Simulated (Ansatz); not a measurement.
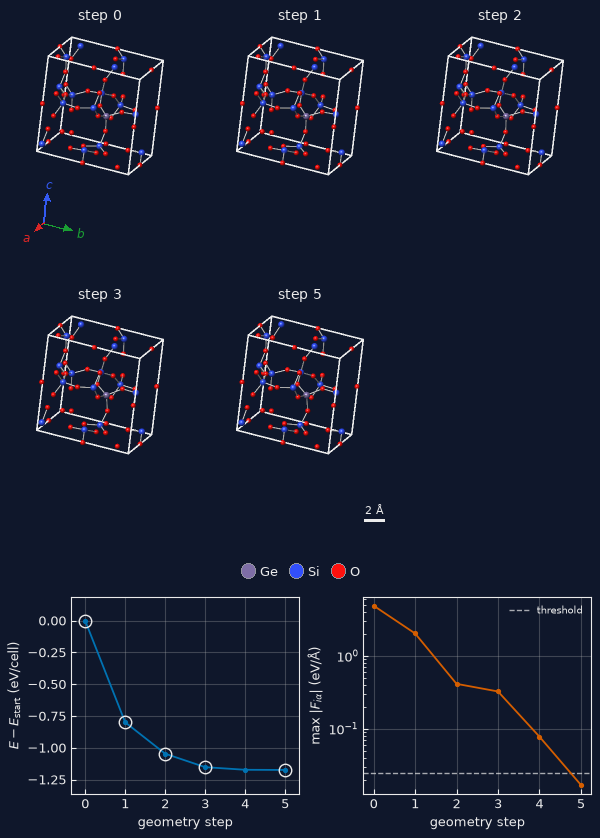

Frames of a relaxation of a defect cell of composition Si15GeO32, marked on the history of the run. Style: ball-and-stick. Shown: the cell of the calculation (origin shifted), slightly off an axis.

Case: Ge on a Si site (a), charge +0, atoms relaxed at the host's cell.

All numbers below come from DFT PBE, scalar-relativistic, plane waves, PAW in Ansatz. (plane-wave cutoff 420 eV; k-point mesh 2 × 2 × 2; occupations gaussian; smearing width 0.01 eV; mesh shifted by (0.5, 0.5, 0.5); no spin polarisation; atoms relaxed in a fixed cell; force threshold 0.025 eV/Å; at most 45 steps)

> Describe the path.

After 5 geometry steps the energy has fallen by 1.174 eV per cell of the calculation. Largest force component: 4.9 eV/Å at the start, 0.017 eV/Å at the end. The largest moves, 0.26 Å, are those of O atoms. Largest moves by element: O 0.26 Å, Si 0.10 Å, Ge 0.04 Å. The cell doesn't change. Some distances before and after: Ge–O 1.625 → 1.755 Å, O–Si 1.625 → 1.634 Å. Among the angles between lasting bonds that change: Ge–O–Si 149.0° → 137.4°, Si–O–Si 149.0° → 153.2°, Si–O–Si 149.0° → 146.2°. From step 0 to 1: O atoms move most (0.07 Å), energy −0.799 eV per cell of the calculation. From step 1 to 2: O atoms move most (0.07 Å), energy −0.247 eV per cell of the calculation. From step 2 to 3: O atoms move most (0.20 Å), energy −0.106 eV per cell of the calculation. From step 3 to 5: O atoms move most (0.07 Å), energy −21.9 meV per cell of the calculation.
